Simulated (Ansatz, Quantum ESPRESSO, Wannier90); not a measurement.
# zigzag Ga chain, bond 2.55 Å, width 1.2 Å: Wannier functions and conductance, part 5 of 5

Aim: a Wannier model and the conductance steps that follow from it, for this wire: zigzag Ga chain, bond 2.55 Å, width 1.2 Å.

Quantum ESPRESSO 7.5 and Wannier90 3.1.0; plane-wave DFT, PBE, GBRV ultrasoft pseudopotentials; cross-check by Ansatz 0.2.0 with PAW datasets.

So far. Step 2 (Ground state): The run needed 17 iterations to bring the estimated error under 1e-07 Ry; the largest force on any atom, held or free, is 0.30 eV/Å. Step 6 (Localisation, bands and conductance): Bands and channels are those of the Wannier model: bands that were not projected, and all outside the frozen window, are missing or only approximate.

### 10. The same in Ansatz

As a check, the same structure is run in Ansatz.

Level of this step: plane-wave DFT, PBE, Ansatz PAW (Ansatz 0.2.0).

input.yaml reads:

```yaml
crystal:
  lattice:
    - [9.0, 0.0, 0.0]
    - [0.0, 8.0, 0.0]
    - [0.0, 0.0, 4.5]
  atoms:
    - { symbol: Ga, position: [-0.0666666667, 0.0, 0.0] }
    - { symbol: Ga, position: [0.0666666667, 0.0, 0.5] }
kpoints:
  mp_grid: { grid: [1, 1, 16] }
hamiltonian:
  xc: pbe
scf:
  occupations: { method: fermi_dirac, width: 0.05 }
  convergence: { dr2_threshold: 1.0e-08 }
output:
  transmission:
    leads: [[0, 0]]
    e_range: [-4.0, 2.0]
    de: 0.05
    kmesh: [1, 1]
    reduced_basis: true
```

On the command line:

```console
$ ansatz run input.yaml --threads 2 --pin off --max-ram 4096MiB --backend cpu --events-out ev --progress --plain --runs-dir out
```

Numbers of over 12 decimals in the logs are rounded to 6 here.

Log:

```text
Engine: ansatz 0.2.0, aarch64-unknown-linux-gnu
Pseudopotentials: kind: paw
Pseudopotential: Ga, paw, valence charge 13, recommended cutoff 420 eV (normal), Ga.paw.azcp
Functional definition: PBE
  parameter kappa = 0.804
  parameter beta = 0.066725
  exchange = pbe_x(kappa = kappa, mu = beta*pi^2/3)
  correlation = pbe_c(beta = beta)
Crystal: 2 atoms, lattice volume = 324.000 Å³
Basis set: ecut = 420 eV, 6351 PW (Γ)
Bands: 17, of which v1, the nominal top of the filled ones, is band 13 counted from 1 (12 counted from 0)
Symmetry: 8 space group operations
Space group: Pmma (ITA 51), of the structure as read, at distance tolerance 6.9e-5 Å
k-points: 9 of 16
Non-local potential: Ga, projectors of the file, l = 0: 2, l = 1: 2, l = 2: 3, l = 3: 1
PAW form: soft (Blöchl's): semilocal exchange-correlation on the pseudo side does not see the compensation charge
PAW one-centre angular grid: Ga, 590 points (default); XC on 64 Gauss nodes
Initial density: superposition of atomic densities (neutral atoms: chi_scale 0, normalization atom), corrected by the library's trained network
Initial wavefunctions: pseudopotential atomic-orbital guess
Functional: x = pbe(κ = 0.804, μ = 0.219515), c = pbe(β = 0.066725)
SCF iter   1: F=—  HF=-7563.632615 eV  |F-HF|=—  |Δ(HF+E_count)|=         —  Δρ=2.01e-3  dr2=3.08e-2  ethr=1.77e-3  ⟨swp⟩=6.2  Hψ=779  notcnv=0
preconditioner: auto → LDOS  [metal: Δε(μ)=0.020 eV  Ē_g=14.409 eV  σ=0.050 eV  W_gap=0.10  n_scr=38 (ndim 8)  ℏωp=10.5 eV  f_vac=0.692  D(μ)=3.81/eV (n_scr^D=12)  β→1.0]
SCF iter   2: F=—  HF=-7563.621307 eV  |F-HF|=—  |Δ(HF+E_count)|=   1.13e-2  Δρ=1.01e-3  dr2=2.27e-3  ethr=1.18e-4  ⟨swp⟩=2.7  Hψ=294  notcnv=0
SCF iter   3: F=—  HF=-7563.626245 eV  |F-HF|=—  |Δ(HF+E_count)|=   4.94e-3  Δρ=4.46e-4  dr2=8.74e-4  ethr=8.72e-6  ⟨swp⟩=2.0  Hψ=306  notcnv=0
SCF iter   4: F=—  HF=-7563.626057 eV  |F-HF|=—  |Δ(HF+E_count)|=   1.88e-4  Δρ=1.85e-4  dr2=2.15e-4  ethr=3.36e-6  ⟨swp⟩=2.0  Hψ=305  notcnv=0
SCF iter   5: F=—  HF=-7563.626021 eV  |F-HF|=—  |Δ(HF+E_count)|=   3.56e-5  Δρ=5.92e-5  dr2=2.89e-5  ethr=8.27e-7  ⟨swp⟩=2.3  Hψ=270  notcnv=0
SCF iter   6: F=—  HF=-7563.626022 eV  |F-HF|=—  |Δ(HF+E_count)|=   9.36e-7  Δρ=1.41e-5  dr2=1.72e-6  ethr=1.11e-7  ⟨swp⟩=3.0  Hψ=278  notcnv=0
SCF iter   7: F=—  HF=-7563.626043 eV  |F-HF|=—  |Δ(HF+E_count)|=   2.08e-5  Δρ=2.89e-6  dr2=3.30e-8  ethr=6.61e-9  ⟨swp⟩=3.0  Hψ=285  notcnv=0
SCF iter   8: F=-7563.626043 eV  HF=-7563.626043 eV  |F-HF|=2.12e-9  |Δ(HF+E_count)|=   4.40e-8  Δρ=5.51e-7  dr2=1.35e-9  ethr=3.85e-11  ⟨swp⟩=5.0  Hψ=447  notcnv=0
SCF 1 converged in 8 iterations: F = -7563.626043 eV  dr2 = 1.35e-9
  greatest PAW one-centre occupation: 0.995 electrons in one spin orbital (limit 2), on the Ga atom at site 1 (counted from 0), in its partial waves of l = 2
transmission: 6 of 36 steps passed
transmission: 12 of 36 steps passed
[...]
transmission: 36 of 36 steps passed
SCF converged after 8 iterations
Free energy (F): -7563.626043 eV
Harris-Foulkes:  -7563.626043 eV  (|F-HF|=2.12e-9)
Internal energy: -7563.594183 eV  (E = F + TS)
E sigma→0 (E₀):  -7563.610113 eV
Entropy (-TS):   -0.031860 eV (-15.930 meV/atom)
Fermi energy:    -2.333538 eV
--- Per-component energies (eV) ---
  E_band       = -377.241946
  E_kinetic    = 226.439619
  E_local      = -7636.785336  (includes V_loc(G=0)·N_el)
  E_nonlocal   = 841.166498
  E_hartree    = 3554.063358
  E_xc         = -136.092334
  E_vxc        = -112.112532  (∫ρ·V_xc dr)
  E_paw        = -3966.834592  (= ΣΔE_a)
  E_vpaw       = -804.075457  (= ΣTr[D̂ρ^β])
  E_aug_tail   = -0.000228  (compensation charges beyond the density's cutoff)
  E_ewald      = -445.551168
  E_smearing   = -0.031860  (= −TS)
  E_closure    = -0.000000  (closes the sum)
  Σ components = -7563.626043   (vs F -7563.626043, Δ=0.00e0)
--- Band table (eV; the first three rows and the last of 9) ---
  k-point 0: bands = [... 9 lower, -16.9554, -9.5701, -4.5868, -2.4876, -2.2680, -0.1823, -0.0959, 1.1852]
  k-point 1: bands = [... 9 lower, -16.9462, -9.5422, -4.6549, -2.4588, -2.4292, -0.1745, 0.2111, 1.1908]
  k-point 2: bands = [... 9 lower, -16.9263, -9.4588, -4.8774, -2.6891, -2.3725, -0.1622, 0.9236, 1.1953]
  k-point 8: bands = [... 9 lower, -16.8652, -7.7921, -7.7921, -1.7521, -1.7521, -0.7282, -0.7282, 2.1708]
--- Transmission ---
  basis      : 629 plane waves across, 6 finite elements along
  points     : 1, standing for a mesh of 1 x 1
  energies   : 121 from -4.000000 to 2.000000 eV about the Fermi level, 0.050000 eV apart; the leads are filled to 0.000000 eV, and channels, transmission and decay are at 0.000000 eV
  crystal 0  : Ga2, at the sites [0, 0], period 4.5000 Å: whole cells are its period
    offset         : up to 0.0000 Å between an atom of the period and one for which it stands
    channels       : 3.000000e0 a spin
    conductance    : none, the energies end too early or step too widely for 300 K: set another output.transmission.e_range or a lower de, or, where they end at an eighth of basis.ecutwfc, a higher one
```

It took 1.7 min on 2 threads of Arm Neoverse N1, shared host; peak memory 0.7 GiB.

This step gave:

| Item | Value |
| --- | --- |
| free energy | -7563.6260 eV |
| energy at zero smearing | -7563.6101 eV |
| smearing term TS | 0.03186 eV |
| Fermi energy | -2.334 eV |
| symmetry operations | 8 |
| lead channels at the Fermi level, one spin | 3 |

Per spin. Open channels against energy, zero at the Fermi level:

```csv
energy (eV),open channels
-4.000,1
-3.500,1
-3.000,1
-2.500,1
-2.000,0
-1.500,0
-1.000,0
-0.500,0
0.000,3
0.500,2
1.000,2
1.500,2
2.000,2
```

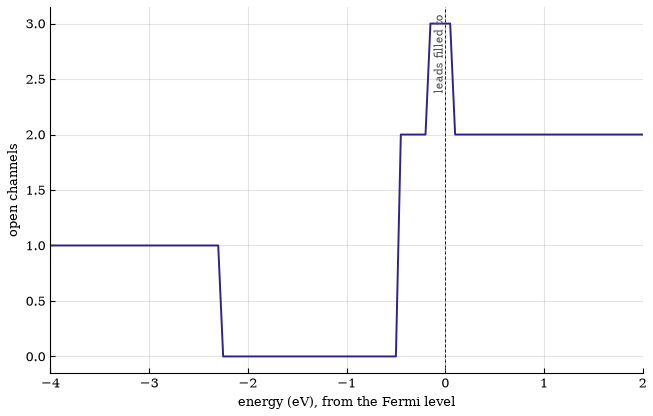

Open channels, plotted against energy.

### 11. Worked from the printed numbers

3 channels × 77.48 µS = 232 µS, a two-terminal resistance of 12.906/3 = 4.30 kΩ whatever the wire's length, as long as nothing scatters.

### 12. Summary of results

```yaml
open_channels_at_the_fermi_level_per_spin: 3
total_spread: 21.9 Å²
gauge_invariant_spread: 18.3 Å²
largest_band_misfit_in_the_frozen_window: 0.0171 eV
channels_at_the_fermi_level_by_ansatz: 3
```

In words: The wire offers 3 channels per spin at the Fermi level. Between -4 and 1.5 eV the channel count from Wannier functions equals that from Ansatz's layer matching at 97 % of the energies; outside the frozen window the Wannier bands are not held to the plane-wave ones. Each plane-wave level in the frozen window has a Wannier level within 0.02 eV; this test doesn't see extra bands that a model may add. The wire is perfect, so the conductance only counts bands: each channel, with its partner of the other spin, carries G₀ = 2e²/h. It was run without spin polarisation, which was not tested.

[Logs are printed without paths, hosts, clocks, repeated set-up lines and the standing remarks that a program may print on its own settings, such as how far it seeks lower states.]

[Hosts, paths, dates, database ids (printed as entryN), source tags and the programs' standing remarks are cut or masked in the printed files.]

[Maps of the electrostatic potential energy from Ansatz leave out the sawtooth potential of an applied field or a dipole correction, so their vacuum need not be flat; planar profiles and work functions include it.]
